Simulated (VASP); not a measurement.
Band structure of AgI (zinc blende). These are optB86b-vdW, VASP's PBE PAW potentials (set 64) (plane waves; VASP) values and carry that method's errors.

Unless said otherwise, spin-orbit coupling is left out, though it shifts the bands of the heavy elements here.

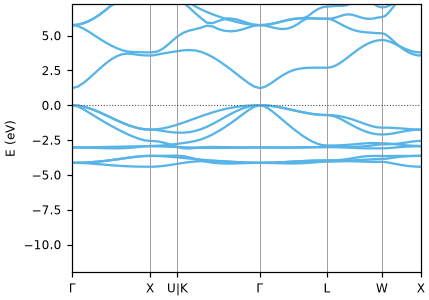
Fig. 1. Bands along high-symmetry lines, zero at the valence-band maximum or, without a gap, the Fermi level

Question: Read the plot: is there a gap, and where are the band edges?

Answer: The gap is direct, 1.23 eV, from the valence maximum at Γ to the conduction minimum at Γ. (Edges off the drawn lines would not show.)

The compound is AgI in the zinc blende structure, whereas wurtzite is the usual form. It was relaxed first.
